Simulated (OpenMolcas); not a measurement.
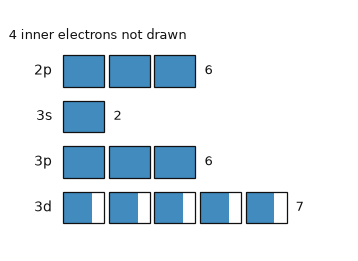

**Figure 1.** The outer shells of the leading configuration of the lowest level: a box for each of the 2l + 1 orbitals, shaded by the share of the shell that is filled, with the electron count at the right.

**Multiconfigurational calculation: Ni³⁺ complex (part 1 of 2)**

- system: Ni³⁺ with 6 ligands (F; octahedron, 2.048 Å), embedded in Cs2NaYF6 by model potentials and point charges, whose field is part of the energies.
- method: state-averaged CASSCF, active space 7 electrons in the shell 3d, basis ANO-RCC-VDZP on the metal and ANO-RCC-VDZP on the ligands, DKH2 scalar Hamiltonian, spin-orbit coupling by RASSI with atomic mean-field integrals (OpenMolcas)

## Log (extracts)
```
--- SEWARD ---
Basis set label: NI.ANO-RCC...5S4P2D1F.

      Electronic valence basis set:
      ------------------
      Associated Effective Charge  28.000000 au
      Associated Actual Charge     28.000000 au
      Nuclear Model: Point charge

      Shell  nPrim  nBasis  Cartesian Spherical Contaminant
         s      21       5        X
         p      15       4        X
         d      10       2                 X
         f       6       1                 X
                  Relativistic Douglas-Kroll-Hess integrals:
                    - DKH order of Hamiltonian: 2
                    - DKH order of Properties : 0
                  Atomic mean-field integrals
--- RASSCF ---
Wave function specifications:
      -----------------------------

      Number of closed shell electrons          78
      Number of electrons in active shells       7
      Max number of holes in RAS1 space          0
      Max nr of electrons in RAS3 space          0
      Number of inactive orbitals               39
      Number of active orbitals                  5
      Number of secondary orbitals              98
      Spin quantum number                      1.5
      State symmetry                             1
Orbital specifications:
      -----------------------

      Symmetry species                           1   2
                                                ag  au
      Frozen orbitals                            0   0
      Inactive orbitals                         18  21
      Active orbitals                            5   0
      RAS1 orbitals                              0   0
      RAS2 orbitals                              5   0
      RAS3 orbitals                              0   0
      Secondary orbitals                        46  52
      Deleted orbitals                           0   0
      Number of basis functions                 69  73
      Number of CSFs                            10
      Number of root(s) required                10
      Iter CI   SX   CI       RASSCF       Energy    max ROT     max BLB   max BLB  Level Ln srch  Step   QN
          iter iter root      energy       change     param      element    value   shift minimum  type update
 Nr of preliminary CI iterations:   1
      Total energies have been shifted. Add                -2000.00 au
        1   1    9    0  -116.25074440    0.00E+00  -8.70E-02   21  27 1  6.06E-01*  1.85   0.00    SX    NO
        2   1   10    0  -117.15177724   -9.01E-01* -6.27E-02    9  22 2  1.70E-01*  1.36   0.00    SX    NO
        3   1    9    0  -117.30997454   -1.58E-01* -4.55E-02    9  22 2  9.08E-02*  1.23   0.00    SX    NO
        4   1    9    0  -117.34214923   -3.22E-02* -2.84E-02   21  24 2  5.33E-02*  1.17   0.00    SX    NO
        5   1    9    0  -117.35321695   -1.11E-02* -3.53E-02   21  24 2  3.33E-02*  1.14   2.48    LS   YES
        6   1    9    0  -117.35929414   -6.08E-03*  9.96E-03   20  26 1 -1.20E-02*  1.10   1.19    QN   YES
        7   1    8    0  -117.36041986   -1.13E-03*  5.97E-03    4  32 2 -8.81E-03*  1.10   1.62    LS   YES
        8   1    8    0  -117.36061094   -1.91E-04*  2.43E-03    4  32 2 -8.13E-03*  1.10   1.03    QN   YES
        9   1    8    0  -117.36079984   -1.89E-04*  2.62E-03   11  24 2  1.71E-03*  1.10   1.43    QN   YES
       10   1    7    0  -117.36084625   -4.64E-05* -1.02E-03   23  29 1  1.05E-03*  1.10   1.17    QN   YES
       11   1    7    0  -117.36085459   -8.34E-06* -6.42E-04    6  34 2  7.65E-04*  1.10   1.47    QN   YES
       12   1    6    0  -117.36085679   -2.20E-06* -8.77E-05    6  30 1 -1.09E-04*  1.10   1.13    QN   YES
       13   1    5    0  -117.36085693   -1.45E-07*  4.47E-05    4  32 2 -6.54E-05   1.10   1.30    QN   YES
       14   1    5    0  -117.36085696   -2.60E-08* -1.66E-05    6  24 2  1.96E-05   1.10   1.24    QN   YES
       15   1    5    0  -117.36085696   -5.94E-09  -7.10E-06    9  22 2  8.71E-06   1.10   1.07    QN   YES
      Convergence after 15 iterations
       16   1    5    0  -117.36085697   -9.55E-10  -7.10E-06    6  34 2  4.56E-06   1.10   1.07    QN   YES
      Natural orbitals and occupation numbers for root  1
      sym 1:   1.887092   1.112908   1.112908   1.887092   1.000000
      Natural orbitals and occupation numbers for root  2
      sym 1:   1.887091   1.887091   1.112909   1.112909   1.000000
      Natural orbitals and occupation numbers for root  3
      sym 1:   1.112931   1.887069   1.000000   1.887069   1.112931
::    RASSCF root number  1 Total energy:  -2117.41022100
::    RASSCF root number  2 Total energy:  -2117.41022100
::    RASSCF root number  3 Total energy:  -2117.41022100
::    RASSCF root number  4 Total energy:  -2117.38034660
::    RASSCF root number  5 Total energy:  -2117.38034660
::    RASSCF root number  6 Total energy:  -2117.38034660
::    RASSCF root number  7 Total energy:  -2117.34384934
::    RASSCF root number  8 Total energy:  -2117.29767251
::    RASSCF root number  9 Total energy:  -2117.29767251
::    RASSCF root number 10 Total energy:  -2117.29767251
--- RASSCF ---
Wave function specifications:
      -----------------------------

      Number of closed shell electrons          78
      Number of electrons in active shells       7
      Max number of holes in RAS1 space          0
      Max nr of electrons in RAS3 space          0
      Number of inactive orbitals               39
      Number of active orbitals                  5
      Number of secondary orbitals              98
      Spin quantum number                      0.5
      State symmetry                             1
Orbital specifications:
      -----------------------

      Symmetry species                           1   2
                                                ag  au
      Frozen orbitals                            0   0
      Inactive orbitals                         18  21
      Active orbitals                            5   0
      RAS1 orbitals                              0   0
      RAS2 orbitals                              5   0
      RAS3 orbitals                              0   0
      Secondary orbitals                        46  52
      Deleted orbitals                           0   0
      Number of basis functions                 69  73
      Number of CSFs                            40
      Number of root(s) required                40
      Iter CI   SX   CI       RASSCF       Energy    max ROT     max BLB   max BLB  Level Ln srch  Step   QN
          iter iter root      energy       change     param      element    value   shift minimum  type update
 Nr of preliminary CI iterations:   1
      Total energies have been shifted. Add                -2000.00 au
        1   1    8    0  -117.23278315    0.00E+00  -1.56E-02   22  28 1 -1.83E-02*  1.12   0.00    SX    NO
        2   1    8    0  -117.23421057   -1.43E-03*  1.23E-02   11  23 1 -8.01E-03*  1.11   0.00    SX    NO
        3   1    8    0  -117.23485987   -6.49E-04* -8.00E-03   22  28 1 -5.73E-03*  1.11   0.00    SX    NO
        4   1    8    0  -117.23517959   -3.20E-04* -5.88E-03   11  23 1 -3.85E-03*  1.10   0.00    SX    NO
        5   1    8    0  -117.23534142   -1.62E-04* -8.53E-03   11  23 1 -2.65E-03*  1.10   2.50    LS   YES
        6   1    8    0  -117.23547949   -1.38E-04* -5.83E-03   10  24 1 -1.88E-03*  1.10   1.70    LS   YES
        7   1    8    0  -117.23550769   -2.82E-05* -5.43E-04    8  34 2  2.56E-03*  1.09   1.02    QN   YES
        8   1    7    0  -117.23551408   -6.39E-06*  3.48E-04   10  24 1 -1.09E-03*  1.10   0.91    QN   YES
        9   1    7    0  -117.23551614   -2.06E-06* -3.63E-04   10  24 1 -7.11E-04*  1.10   2.04    LS   YES
       10   1    6    0  -117.23551687   -7.26E-07* -1.44E-04   10  24 1 -3.12E-04*  1.10   1.00    QN   YES
       11   1    6    0  -117.23551705   -1.77E-07*  7.67E-05   10  24 1 -1.17E-04*  1.10   1.38    QN   YES
       12   1    5    0  -117.23551709   -4.39E-08*  4.33E-05    8  34 2 -4.18E-05   1.10   1.35    QN   YES
       13   1    5    0  -117.23551710   -1.24E-08*  2.60E-05   10  24 1  1.82E-05   1.10   1.19    QN   YES
       14   1    5    0  -117.23551710   -2.57E-09   1.27E-05   10  24 1  1.48E-05   1.10   1.28    QN   YES
      Convergence after 14 iterations
       15   1    5    0  -117.23551710   -5.98E-10   1.27E-05   10  24 1  6.43E-06   1.10   1.28    QN   YES
      Natural orbitals and occupation numbers for root  1
      sym 1:   0.142587   1.969927   1.939722   1.933135   1.014630
      Natural orbitals and occupation numbers for root  2
      sym 1:   0.142587   1.925262   1.955467   1.962054   1.014630
      Natural orbitals and occupation numbers for root  3
      sym 1:   0.534263   1.837548   1.150433   1.837548   1.640208
::    RASSCF root number  1 Total energy:  -2117.34067748
::    RASSCF root number  2 Total energy:  -2117.34067748
::    RASSCF root number  3 Total energy:  -2117.31760294
::    RASSCF root number  4 Total energy:  -2117.31760294
::    RASSCF root number  5 Total energy:  -2117.31760294
::    RASSCF root number  6 Total energy:  -2117.31449466
::    RASSCF root number  7 Total energy:  -2117.31449466
::    RASSCF root number  8 Total energy:  -2117.31449466
::    RASSCF root number  9 Total energy:  -2117.29091919
::    RASSCF root number 10 Total energy:  -2117.29091919
::    RASSCF root number 11 Total energy:  -2117.29091919
::    RASSCF root number 12 Total energy:  -2117.28841815
::    RASSCF root number 13 Total energy:  -2117.27768418
::    RASSCF root number 14 Total energy:  -2117.27768418
::    RASSCF root number 15 Total energy:  -2117.27768418
::    RASSCF root number 16 Total energy:  -2117.26745747
::    RASSCF root number 17 Total energy:  -2117.26745747
::    RASSCF root number 18 Total energy:  -2117.26745747
::    RASSCF root number 19 Total energy:  -2117.25605677
::    RASSCF root number 20 Total energy:  -2117.25605677
::    RASSCF root number 21 Total energy:  -2117.24133009
::    RASSCF root number 22 Total energy:  -2117.24133009
::    RASSCF root number 23 Total energy:  -2117.24133009
::    RASSCF root number 24 Total energy:  -2117.23909116
::    RASSCF root number 25 Total energy:  -2117.23909116
::    RASSCF root number 26 Total energy:  -2117.23909116
::    RASSCF root number 27 Total energy:  -2117.23610741
::    RASSCF root number 28 Total energy:  -2117.23610741
::    RASSCF root number 29 Total energy:  -2117.19015757
::    RASSCF root number 30 Total energy:  -2117.19015757
```

(Continued in part 2.) Outcome of the run: converged.
